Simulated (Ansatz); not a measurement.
## A computed series for HfO2: response to strain

Base system: HfO$_{2}$ (space group P2_1/c, No. 14; a = 5.114 Å, b = 5.182 Å, c = 5.295 Å, α = γ = 90.00°, β = 99.47°).

Strains are applied to the cell and any free atomic positions relax.

Method: Ansatz (a first-principles code) r2SCAN, spin-orbit coupling left out.

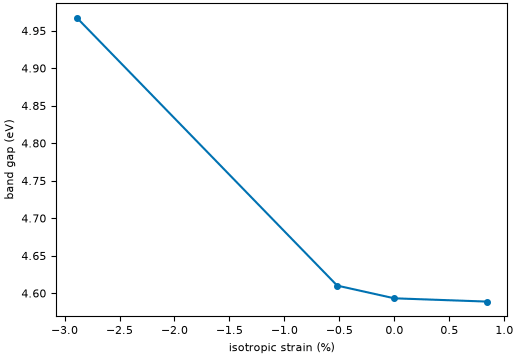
*Band gap against isotropic strain*

```json
[
 {"isotropic strain (%)": "-2.89", "band gap": "4.97 eV"},
 {"isotropic strain (%)": "-0.52", "band gap": "4.61 eV"},
 {"isotropic strain (%)": "0.84", "band gap": "4.59 eV"}
]
```

Spin-orbit coupling, missing from the scalar runs, can matter with Hf. Stability against distortions was not tested.
